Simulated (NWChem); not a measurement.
**C4H8 (cyclobutane): B3LYP/def2-TZVP**

Aim: the electronic atomisation energy of C4H8 (cyclobutane) at B3LYP/def2-TZVP, from 3 runs. 

Program for the calculation: NWChem 7.3.0.

### Step 1. The structure to begin with

C4H8 has 12 atoms, charge 0, and is taken as a singlet. As SMILES, `C1CCC1`. The coordinates come from a PBE0-D4/def2-TZVP relaxation.

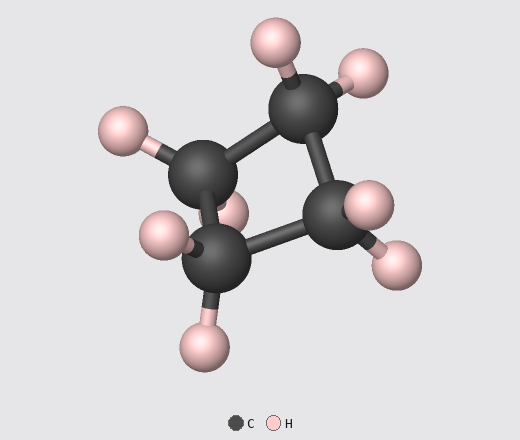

The structure, seen from a chosen angle (carbon dark grey, hydrogen pink).

### Step 2. The energy at B3LYP/def2-TZVP

calc.nw reads:

```
start calc
memory 2200 mb

geometry noautosym nocenter noautoz
 C     -0.915600     0.295800    -0.476200
 C     -0.357100     0.346000     0.959200
 C      1.013600    -0.070500     0.391400
 C      0.284800    -0.589700    -0.863200
 H     -0.858100     1.274600    -0.958400
 H     -1.919500    -0.105500    -0.623800
 H     -0.786200    -0.444600     1.579500
 H     -0.423100     1.289100     1.504200
 H      1.628700     0.802300     0.160000
 H      1.615300    -0.776700     0.966000
 H      0.041300    -1.650700    -0.769700
 H      0.753100    -0.425300    -1.835000
end

basis spherical bse
 * library def2-TZVP
end

dft
 xc b3lyp
 mult 1
 grid fine
 convergence energy 1e-08
 iterations 100
 mulliken
 print low
end

task dft energy
```

The run is started by

```console
$ nwchem calc.nw > calc.out
```

Output:

```text
[...]
 d= 0,ls=0.0,diis     1   -157.2302077566 -2.85D+02  3.03D-03  4.97D-01     9.1
[...]
 d= 0,ls=0.0,diis     7   -157.2723286593 -1.08D-09  6.97D-08  2.12D-10    58.9
         Total DFT energy =     -157.272328659334
      One electron energy =     -462.624380657757
           Coulomb energy =      202.499403106925
    Exchange-Corr. energy =      -24.759668608100
 Nuclear repulsion energy =      127.612317499598
[...]
      Total Density - Mulliken Population Analysis
     ---------------------------------------------
    Atom       Charge   Shell Charges
 -----------   ------   -------------------------------------------------------
    1 C    6     6.17   0.85  1.12  0.51  0.67  0.09  1.34  1.16  0.35  0.02  0.05  0.01
    2 C    6     6.17   0.85  1.12  0.51  0.67  0.09  1.34  1.16  0.35  0.02  0.05  0.01
    3 C    6     6.17   0.85  1.12  0.51  0.67  0.09  1.34  1.16  0.35  0.02  0.05  0.01
    4 C    6     6.17   0.85  1.12  0.51  0.67  0.09  1.34  1.16  0.35  0.02  0.05  0.01
    5 H    1     0.92   0.28  0.50  0.12  0.02
    6 H    1     0.91   0.28  0.50  0.11  0.02
    7 H    1     0.92   0.28  0.50  0.12  0.02
    8 H    1     0.91   0.28  0.50  0.11  0.02
    9 H    1     0.92   0.28  0.50  0.12  0.02
   10 H    1     0.91   0.28  0.50  0.11  0.02
[...]
```

Wall time 60 s (1 thread of Intel Xeon Platinum 8488C (Sapphire Rapids), shared host); peak memory 0.13 GiB.

### Step 3. The C atom at the same level

mol.nw reads:

```
START mol
TITLE "C energy"
memory total 2200 mb
GEOMETRY noautosym nocenter noautoz
  C        0.000000       0.000000       0.000000
END
BASIS "ao basis" spherical bse
  * library def2-TZVP
END
DFT
  xc b3lyp
  mult 3
  grid fine
  convergence energy 1e-08
  maxiter 100
  mulliken
  print low
END
TASK dft energy
```

Run the same way, it converges to -37.85948 Eh (log not shown).

### Step 4. The H atom, same level

h.nw reads:

```
start h
memory total 2200 mb
charge 0
geometry units angstroms noautosym nocenter noautoz
  H      0.000000     0.000000     0.000000
end
basis "ao basis" spherical bse
  H library def2-TZVP
end
dft
  xc b3lyp
  mult 2
  grid fine
  convergence energy 1e-08
  iterations 100
  mulliken
  print low
end
task dft energy
```

The run is started by

```console
$ nwchem h.nw > h.out
```

Output:

```text
[...]
 d= 0,ls=0.0,diis     1     -0.5018532112 -5.02D-01  7.17D-03  9.24D-04     0.0
[...]
 d= 0,ls=0.0,diis     4     -0.5021542229 -3.06D-11  7.52D-09  7.50D-16     0.1
[...]
         Total DFT energy =       -0.502154222910
      One electron energy =       -0.499492740873
           Coulomb energy =        0.309276775386
    Exchange-Corr. energy =       -0.311938257423
 Nuclear repulsion energy =        0.000000000000
[...]
      Total Density - Mulliken Population Analysis
     ---------------------------------------------
    Atom       Charge   Shell Charges
 -----------   ------   -------------------------------------------------------
    1 H    1     1.00   0.18  0.45  0.37  0.00
     --------------------------------------------
      Spin Density - Mulliken Population Analysis
     --------------------------------------------
    Atom       Charge   Shell Charges
 -----------   ------   -------------------------------------------------------
    1 H    1     1.00   0.18  0.45  0.37  0.00
[...]
      <S2> =      0.7500 (Exact =     0.7500)
[...]
```

Wall time 0.64 s (1 thread of Intel Xeon Platinum 8488C (Sapphire Rapids), shared host); peak memory 0.1 GiB.

### Step 5. Results

At B3LYP/def2-TZVP:

| quantity | value |
| --- | --- |
| molecule: total energy | -157.27233 Eh |
| C atom: total energy | -37.85948 Eh |
| C atom: ⟨S²⟩ | 2.004 |
| H atom: total energy | -0.50215 Eh |
| H atom: ⟨S²⟩ | 0.750 |
| electronic atomisation energy | 49.448 eV |

Taking the molecule apart into free atoms costs 49.45 eV (1140 kcal/mol), before zero-point energy and without spin-orbit coupling.
